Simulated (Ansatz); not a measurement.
# Run report: AlSi3H7O, nudged elastic band (part 2 of 2)

The same run, continued: AlSi3H7O; RKS r2SCANh-D4/STO-3G (Ansatz 0.2.0). The run did not end well. One setting was made poor on purpose. It belongs to a series of runs on one base structure; here: band between the two ends.

Geometry of the input (Å):
```
O  -2.2265  1.3744  1.5694
Si -0.5677  0.8675  1.4285
Si -0.0806  -1.3487  1.4992
Al 0.4647  -0.1211  -0.3380
Si 1.0885  -0.1799  -2.5491
H  -2.1734  2.3660  1.3363
H  0.2572  1.6351  2.3568
H  -1.1723  -2.2995  1.4484
H  0.8153  -1.7669  2.5574
H  1.6864  1.0535  -3.0089
H  -0.0536  -0.4116  -3.4059
H  2.0389  -1.2241  -2.8599
```

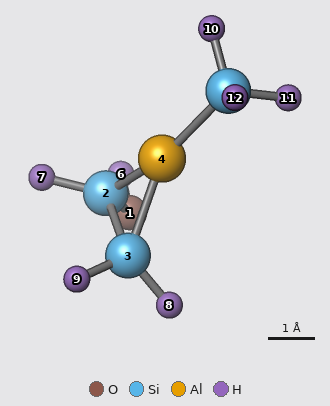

The starting structure (ball-and-stick view, seen at a tilt; atoms are numbered from 1 in the order of the input). Sticks mark near contacts.

```
Unfinished report: {"positions_ang":[[-2.0079403134277922,1.4850380625901716,0.9992203987841579],[-0.6419795089367356,0.8050358653218435,1.8806180581466057],[-0.03435810465257877,-1.476612437505448,1.5201901573497614],[0.38498878773860046,-0.12179010826338312,-0.16685470419438433],[1.0301084350605048,-0.09070618152231068,-2.379037289261494],[-2.2520837305923873,2.2713251335034474,1.6082332247328863],[0.572020444005283,1.3180770069891945,1.039775473684788],[-1.1989646697278495,-2.326167773993866,1.5077776308528021],[0.6650234199311004,-1.7190490395232774,2.772056921621134],[1.5577001179568146,1.203460694576597,-2.7427931210037055],[-0.06089018484690359,-0.35324714662706647,-3.2900106906741025],[2.0632743074919424,-1.0505660655458997,-2.7150770600384497]],"unchecked":["starts","cluster_reference","orbital_swaps","neighbouring_geometries","increment"],"mean_field":{"relativity":"none","state":{"energy":{"ev":-32002.9387395563,"hartree":-1176.0863063077045},"converged":true,"gradient_ev":0.000013744998149527655,"stability":{"kind":"minimum","curvature_ev":14.72189152483485},"curvature_floor_ev":0.00030000000000000003,"spin_squared":4.263256414560601e-14},"others":[],"fillings":{"estimated":0,"unestimated":0,"tried":0,"untried":0,"excluded_magnetic_sites":0},"n_dropped_functions":0,"n_trapped_functions":0,"passes":{"evaluations":4,"products":22},"factors":{"origin":"Cholesky decomposition","count":623,"bound_ev":0.0000262027576234652},"gradient_stop_ev":0.00009,"reference_kind":"stationary","functional":{"name":"r2SCANh","citations":["Bursch, Neugebauer, Ehlert & Grimme, J. Chem. Phys. 156, 134105 (2022) doi:10.1063/5.0086040","Furness, Kaplan, Ning, Perdew & Sun, J. Phys. Chem. Lett. 11, 8208 (2020) doi:10.1021/acs.jpclett.0c02405","Furness, Kaplan, Ning, Perdew & Sun, J. Phys. Chem. Lett. 11, 9248 (2020) doi:10.1021/acs.jpclett.0c03077"],"text":"name \"r2SCANh\"\ncite \"Bursch, Neugebauer, Ehlert & Grimme, J. Chem. Phys. 156, 134105 (2022) doi:10.1063/5.0086040\"\ncite \"Furness, Kaplan, Ning, Perdew & Sun, J. Phys. Chem. Lett. 11, 8208 (2020) doi:10.1021/acs.jpclett.0c02405\"\ncite \"Furness, Kaplan, Ning, Perdew & Sun, J. Phys. Chem. Lett. 11, 9248 (2020) doi:10.1021/acs.jpclett.0c03077\"\nparent r2scan\nparameter a = 0.1\nparameter k0 = 0.174\nparameter k1 = 0.065\nparameter a1 = 4.9479\nexchange = (1 - a)*r2scan_x(k0 = k0, k1 = k1, a1 = a1) + a*exact_x\ncorrelation = r2scan_c\n","parameters":{"a":{"value":0.1,"default":0.1},"a1":{"value":4.9479,"default":4.9479},"k0":{"value":0.174,"default":0.174},"k1":{"value":0.065,"default":0.065}},"final_grid":{"core_spheres":27.0,"valence_spheres":18.0,"degree":36.0},"final_grid_parameter_source":"default","radial_points_factor":1.0,"radial_grid_error_ev":0.000041385874577579476,"grid_sensitivity":"normal","grid_sensitivity_ratio":0.0037923249998930045},"unsmoothed_excess_ev":-7.728994181885535e-6,"symmetry":{"irreps":["A"],"axes":[[0.9999976623007248,0.0011753747311307647,0.0018149069746458966],[-0.0011711319163566383,0.9999965833071555,-0.0023370545670819633],[-0.001817647688549645,0.0023349236082679703,0.9999956221347289]],"occupied":[{"A":35},{"A":35}]},"held":{"pivots":619,"left_out":0,"joined":4},"density_repulsion":{"missed_ev":0.000013735350968679464,"excess_ev":1.0603577774238107e-6,"most_excess_ev":0.00018899999999999999,"are_drawn_again":false,"n_first_factors":623,"energy_change_ev":0.0,"n_dropped_ends":0}},"factors":{"origin":"Cholesky decomposition","count":623,"bound_ev":0.0000262027576234652},"n_frozen":0,"n_occupied":[35,35],"n_virtual":[13,13],"reference":{"ev":-32002.9387395563,"hartree":-1176.0863063077045},"dispersion":{"energy":{"ev":-0.08431752554815608,"hartree":-0.0030986119114232084},"switches_in_reach":[]},"total":{"ev":-32003.023057081846,"hartree":-1176.0894049196158},"forces_ev_per_angstrom":[[0.09489698781374217,-0.028507303680034617,0.10562206695961045],[-0.20235498316130912,0.01711513408224644,0.7674777357072322],[-0.188328676320382,0.30417640988899347,0.026651936934838066],[0.24612008455792989,0.07787190060354889,0.0935437218344038],[0.013058160965463712,0.05229714190856007,0.11108865814210364],[0.04482907561618974,-0.2817916957476605,-0.22644842299924858],[0.1754488570671161,-0.234916373810203,-0.7420441994893211],[-0.02875791862675385,-0.03396584369942973,-0.10433613751191942],[-0.05328699577242038,0.0712114928462404,-0.193145881806395],[0.008952276556355842,0.017071670458960596,-0.023812438636416855],[-0.045096226987149476,0.0018438293181877573,0.07130703162974569],[-0.06548064171726006,0.03759363780930897,0.11409592926305799]],"charge_distribution":{"dipole_moment_e_ang":[0.18582525793026639,0.05083104570118793,-0.17151412950750658],"mulliken_charges_e":[-0.3829625491655264,0.17718942717718988,0.10471748076206921,0.48367272064010614,0.27817379219761484,0.14764646726785258,-0.18044135356854563,-0.12715512949122432,-0.11863527195846402,-0.12944279368630918,-0.12497304063721892,-0.12778974953747801],"lowdin_charges_e":[-0.29593242284336974,0.10749651182350561,0.11366681070974138,0.39649653117396255,0.2785658544324967,0.10851863278249807,-0.13844037373931894,-0.11358120410682071,-0.10715484262398967,-0.11850830450766914,-0.11378455212770766,-0.11734264097323566]},"n_threads":1,"memory_gib":1.7045454550534487,"seconds":{"hamiltonian":5.190274985,"orbitals":0.0,"second_order":0.0,"solver_start":0.0,"cycles":0.0,"cycle":0.0,"perturbative":0.0,"full_ci_increment":0.0,"forces":0.0}}
this run last wrote the band of iteration 12 to [file]
Error: NEB band did not converge after 12 iterations: max|band force component| = 5.00e-1 eV/Å (threshold 5.0e-1); raise `neb.max_iterations` in a new run, which can start from the last band evaluated (`neb.initial_path`, with `crystal.atoms` and `neb.final_atoms` set to its first and last images), add images, or start from endpoints closer to local minima. Where this run's directory can be resumed (`checkpoint.write`), a resume goes on for up to `neb.max_iterations` more; to start a new run from the last band, take its images' positions from the `neb_iteration` event of iteration 12 (`data.images[].positions_ang`), in the event stream of the run that computed that iteration (not this run's, if it was resumed behind it). With `checkpoint.write`, `steps/00-neb/state/checkpoint.json` in the run directory holds the last saved band, under `neb.evaluated.images[].positions_ang` (a band under a hybrid functional on support functions is neither saved nor resumed: `neb.initial_path` says where its path is): check the last entry of `neb.iterations` there, which is earlier than 12 if that iteration was not saved or its write failed. If the band's step has no `state` directory and holds `state.next`, a write was cut short, and the file is under `state.next` instead (behind a loss of power it can be under `state.prev`)
this run wrote the band of iteration 12 to [file] as well, whether or not its events were kept: a new run's `neb.initial_path` can list its `images[].positions_ang`
a run's events are kept only if it was started with --events-out <file>, and are in that file
```

### The last band as extended XYZ (Å, eV, eV/Å)
```
12
Properties=species:S:1:pos:R:3:forces:R:3 image=0 energy=-32004.23500
O    -2.2265    1.3744    1.5694   -0.0043   0.0080   0.0014
Si   -0.5677    0.8675    1.4285    0.0108   0.0052   0.0127
Si   -0.0806   -1.3487    1.4992   -0.0097   0.0007   0.0117
Al    0.4647   -0.1211   -0.3380    0.0031   0.0021  -0.0041
Si    1.0885   -0.1799   -2.5491   -0.0007  -0.0082  -0.0047
H    -2.1734    2.3660    1.3363    0.0023  -0.0142   0.0013
H     0.2572    1.6351    2.3568   -0.0026   0.0001  -0.0150
H    -1.1723   -2.2995    1.4484    0.0045  -0.0018  -0.0002
H     0.8153   -1.7669    2.5574   -0.0056  -0.0002  -0.0082
H     1.6864    1.0535   -3.0089   -0.0019  -0.0030   0.0031
H    -0.0536   -0.4116   -3.4059    0.0053   0.0037   0.0013
H     2.0389   -1.2241   -2.8599   -0.0012   0.0077   0.0008
12
Properties=species:S:1:pos:R:3:forces:R:3 image=1 energy=-32004.12799
O    -2.2421    1.4015    1.4281   -0.0179  -0.0801   0.2025
Si   -0.6141    0.7938    1.2858   -0.0442   0.0996  -0.0619
Si   -0.0683   -1.3832    1.6199   -0.0597   0.0527  -0.0191
Al    0.3841   -0.3466   -0.3650    0.0435  -0.0651  -0.0497
Si    1.0897   -0.1786   -2.5271    0.0244  -0.0423  -0.0714
H    -2.0885    2.4012    1.5414    0.0474   0.0613  -0.0154
H     0.3692    1.6671    1.9119   -0.1470   0.0587   0.2575
H    -1.1903   -2.2988    1.5481    0.0098   0.0235   0.0088
H     0.7501   -1.8086    2.7399    0.0371   0.0037  -0.0548
H     1.5813    1.1565   -2.7859    0.0330  -0.0370  -0.0452
H    -0.0250   -0.3702   -3.4268    0.0366  -0.0338  -0.0723
H     2.1309   -1.0893   -2.9362    0.0369  -0.0412  -0.0789
12
Properties=species:S:1:pos:R:3:forces:R:3 image=2 energy=-32003.44321
O    -2.1402    1.5062    1.0829   -0.2192   0.1495   0.1894
Si   -0.6384    0.7172    1.4518   -0.1524  -0.1794  -0.9608
Si    0.0052   -1.4610    1.6082    0.0801   0.0819   0.1131
Al    0.3017   -0.2615   -0.3056   -0.1577  -0.3329  -0.3040
Si    1.0554   -0.1256   -2.4361    0.0896  -0.1025  -0.1550
H    -2.1752    2.3331    1.6680    0.0462   0.1173   0.3681
H     0.5524    1.5448    1.4569   -0.0182   0.5290   0.8273
H    -1.1761   -2.3045    1.5458    0.0577   0.0763   0.0696
H     0.7062   -1.8052    2.8256    0.0728  -0.1776   0.1568
H     1.5509    1.2003   -2.7321    0.0298  -0.0472  -0.0112
H    -0.0575   -0.3440   -3.3308    0.0565  -0.0409  -0.1146
H     2.0926   -1.0550   -2.8002    0.1148  -0.0734  -0.1786
12
Properties=species:S:1:pos:R:3:forces:R:3 image=3 energy=-32003.02305
O    -2.0079    1.4850    0.9992    0.0949  -0.0285   0.1056
Si   -0.6420    0.8050    1.8806   -0.2024   0.0171   0.7675
Si   -0.0344   -1.4766    1.5202   -0.1883   0.3042   0.0267
Al    0.3850   -0.1218   -0.1669    0.2461   0.0779   0.0935
Si    1.0301   -0.0907   -2.3790    0.0131   0.0523   0.1111
H    -2.2521    2.2713    1.6082    0.0448  -0.2818  -0.2264
H     0.5720    1.3181    1.0398    0.1754  -0.2349  -0.7420
H    -1.1990   -2.3262    1.5078   -0.0288  -0.0340  -0.1043
H     0.6650   -1.7190    2.7721   -0.0533   0.0712  -0.1931
H     1.5577    1.2035   -2.7428    0.0090   0.0171  -0.0238
H    -0.0609   -0.3532   -3.2900   -0.0451   0.0018   0.0713
H     2.0633   -1.0506   -2.7151   -0.0655   0.0376   0.1141
12
Properties=species:S:1:pos:R:3:forces:R:3 image=4 energy=-32004.13434
O    -1.9801    1.2882    1.1084   -0.0493  -0.2240   0.0781
Si   -0.6973    0.9405    2.2059   -0.0257   0.0389   0.6130
Si   -0.2482   -1.2880    1.6202   -0.3629   0.2828   0.0894
Al    0.5873   -0.1271   -0.0854    0.2335  -0.2370  -0.0698
Si    1.0409   -0.0642   -2.3372   -0.0384   0.0217   0.0571
H    -2.2373    2.2368    1.3712   -0.0044  -0.0708  -0.2041
H     0.6542    1.2074    0.7289    0.2070   0.1847  -0.3553
H    -1.2396   -2.3204    1.4436   -0.0288  -0.0292  -0.0790
H     0.6901   -1.7575    2.6171    0.0463  -0.0152  -0.1808
H     1.5509    1.2173   -2.7619    0.0272   0.0296  -0.0477
H    -0.0943   -0.3510   -3.1873   -0.0079   0.0037   0.0956
H     2.0504   -1.0372   -2.6895    0.0034   0.0148   0.0036
12
Properties=species:S:1:pos:R:3:forces:R:3 image=5 energy=-32004.45855
O    -1.8731    1.0935    1.0622    0.0007  -0.0739  -0.0445
Si   -0.8311    0.9435    2.4159   -0.2987  -0.2969   0.2365
Si   -0.2497   -1.1759    1.6599   -0.0597   0.0966   0.1028
Al    0.6981    0.0282    0.0136   -0.0629  -0.0937  -0.2000
Si    1.0240   -0.0645   -2.2554    0.0001  -0.0347   0.0339
H    -2.2996    2.0135    1.1137    0.0886   0.0819  -0.0249
H     0.9416    1.3621    0.6696    0.3664   0.3856  -0.0840
H    -1.2993   -2.0855    1.2649   -0.0234  -0.0425   0.0382
H     0.6539   -1.8971    2.5250    0.0275   0.0009  -0.0055
H     1.5152    1.1745   -2.8131   -0.0234   0.0161  -0.0187
H    -0.1890   -0.3787   -2.9744   -0.0090  -0.0032  -0.0395
H     1.9859   -1.0688   -2.6479   -0.0062  -0.0360   0.0058
12
Properties=species:S:1:pos:R:3:forces:R:3 image=6 energy=-32004.76327
O    -1.9698    1.1656    1.0475    0.0712   0.0183  -0.2043
Si   -1.2575    0.8024    2.5496   -0.2480  -0.0636   0.1888
Si   -0.2799   -1.0701    1.6131   -0.0529   0.0513  -0.0941
Al    0.9130    0.0609    0.0444   -0.1380  -0.1305  -0.0426
Si    1.0375   -0.1068   -2.2399   -0.0055  -0.0064  -0.0406
H    -2.4860    2.0368    1.1320    0.0221  -0.0019   0.1383
H     1.5455    1.2820    0.6296    0.2642   0.2149   0.0413
H    -1.2230   -2.0504    1.1145    0.0445   0.0204  -0.0051
H     0.5422   -1.7671    2.5735    0.0591  -0.0188   0.0293
H     1.4813    1.1250   -2.8515    0.0158   0.0070  -0.0186
H    -0.2084   -0.4251   -2.8984   -0.0200  -0.0569   0.0173
H     1.9822   -1.1086   -2.6805   -0.0125  -0.0338  -0.0095
12
Properties=species:S:1:pos:R:3:forces:R:3 image=7 energy=-32004.69736
O    -2.3086    1.1030    1.0498   -0.1439   0.0250  -0.4201
Si   -1.1536    1.0324    2.2804   -0.0092  -0.1397   0.5369
Si   -0.3246   -1.0108    1.5642   -0.0087   0.2392   0.1207
Al    1.1025   -0.0548    0.0870    0.0568  -0.1580  -0.1196
Si    1.0423   -0.0602   -2.2006    0.0005  -0.0802   0.0473
H    -2.7475    2.0202    1.0871   -0.0026  -0.0843   0.1370
H     2.0969    0.8526    0.7451    0.1835   0.0998  -0.0248
H    -1.2617   -2.0069    1.0960   -0.0113   0.0470  -0.1250
H     0.4483   -1.6579    2.6052   -0.0818   0.0988   0.0165
H     1.3321    1.2100   -2.8280    0.0026  -0.0026   0.0309
H    -0.2045   -0.5103   -2.7741    0.0092  -0.0188  -0.0375
H     2.0553   -0.9724   -2.6780    0.0048  -0.0262  -0.1623
12
Properties=species:S:1:pos:R:3:forces:R:3 image=8 energy=-32004.34472
O    -2.5489    1.1080    1.3129    0.0397  -0.0078  -0.0930
Si   -0.8711    1.0479    1.6077    0.0475  -0.0262  -0.1308
Si   -0.4134   -1.1005    1.6315   -0.0203   0.0019   0.0458
Al    0.9274    0.2413    0.1626   -0.0163   0.0560   0.0439
Si    1.0431    0.0236   -2.1239   -0.0315   0.0127   0.0368
H    -2.7417    2.0315    0.9282    0.0465  -0.0451  -0.0426
H     2.1978    0.6451    0.8572    0.0282  -0.0759   0.0033
H    -1.3596   -2.0984    1.1790   -0.0008  -0.0394   0.0629
H     0.5050   -1.7231    2.5588    0.0015   0.0092   0.0384
H     1.3523    1.2151   -2.8826   -0.0262   0.0365   0.0387
H    -0.1262   -0.5428   -2.7590   -0.0252   0.0414   0.0153
H     2.1123   -0.9030   -2.4384   -0.0431   0.0367  -0.0186
12
Properties=species:S:1:pos:R:3:forces:R:3 image=9 energy=-32004.49270
O    -2.4593    1.0281    0.9419   -0.0049  -0.0125  -0.0441
Si   -0.8528    0.9858    1.5120    0.0105   0.0124  -0.0258
Si   -0.4023   -1.1355    1.7577    0.0034   0.0031   0.0108
Al    0.9779    0.1857    0.2396   -0.0084  -0.0099   0.0099
Si    0.9529    0.1236   -2.0561   -0.0087   0.0063   0.0144
H    -2.5555    1.9010    0.4271    0.0414  -0.0216  -0.0285
H     2.2983    0.4268    0.9124    0.0225  -0.0257   0.0059
H    -1.2942   -2.2235    1.4131    0.0023  -0.0192   0.0221
H     0.4983   -1.5979    2.7900   -0.0033   0.0115   0.0216
H     1.3608    1.3492   -2.7063   -0.0143   0.0208   0.0186
H    -0.3194   -0.2165   -2.6524   -0.0220   0.0213   0.0113
H     1.8722   -0.8821   -2.5449   -0.0185   0.0135  -0.0161
12
Properties=species:S:1:pos:R:3:forces:R:3 image=10 energy=-32004.54075
O    -2.3364    0.9076    0.5825   -0.0027  -0.0055  -0.0073
Si   -0.8498    0.9416    1.4204   -0.0071   0.0162   0.0078
Si   -0.3986   -1.1433    1.8566    0.0034  -0.0053  -0.0027
Al    1.0530    0.0973    0.3162    0.0184  -0.0149  -0.0099
Si    0.8548    0.2094   -1.9707    0.0003  -0.0030   0.0046
H    -2.3289    1.7242   -0.0246   -0.0030   0.0063   0.0007
H     2.4144    0.2494    0.9322   -0.0127   0.0042  -0.0019
H    -1.1899   -2.3214    1.5619    0.0014   0.0007   0.0014
H     0.4346   -1.4375    3.0010    0.0022  -0.0027   0.0017
H     1.3497    1.4481   -2.5301    0.0003  -0.0003   0.0000
H    -0.5060    0.1045   -2.4503    0.0065   0.0007   0.0037
H     1.5800   -0.8352   -2.6610   -0.0069   0.0035   0.0018
```

### Outcome

| quantity | value |
| --- | --- |
| outcome | not converged |
| barrier, forward (band not converged) | 1.212 eV |
| barrier, backward | 1.518 eV |
| wall time | 10 min |
| peak memory | 0.19 GiB |

### What went wrong

The run did not converge: “NEB band did not converge after 12 iterations: max|band force component| = 5.00e-1 eV/Å (threshold 5.0e-1); raise `neb.max_iterations` in a new run, which can start from the last band evaluated (`neb.initial_path`, with `crystal.atoms` and `neb.final_atoms` set to its first and last images), add images, or start from endpoints closer to local minima …” Its last values are not results. A deliberately poor setting: loose force.
